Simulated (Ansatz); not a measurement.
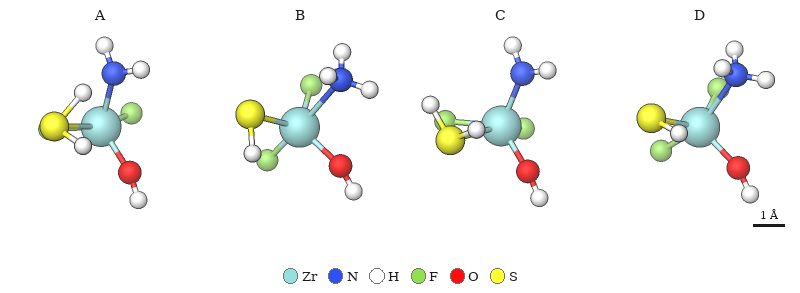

4 geometries from a converged minimum-energy path of ZrNH$_{5}$SOF$_{2}$, shuffled. A ball-and-stick model, seen from a free direction.

These are results of Ansatz 0.2.0, RKS PBE0/def2-SVP, not measurements. Set-up: 5 movable images; climbing image; force threshold 0.03 eV/Å; iteration limit 60; starting path through a guess of the saddle point.

Which frame is the top of the path?

Answer. A. In order along the path, whose images run from 0 to 6: C (image 0, 0.00 eV), A (image 2, +0.18 eV), D (image 4, −0.97 eV), B (image 5, −1.04 eV). A hydrogen atom shifts from one atom to another. Breaking: H–S (1.35 → 2.76 Å). Forming: H–N (3.64 → 1.02 Å).

Cost: 13 min on 4 threads of Intel(R) Xeon(R) Platinum 8259CL CPU @ 2.50GHz (Skylake/Cascade Lake) (shared host), peak memory 0.41 GiB.
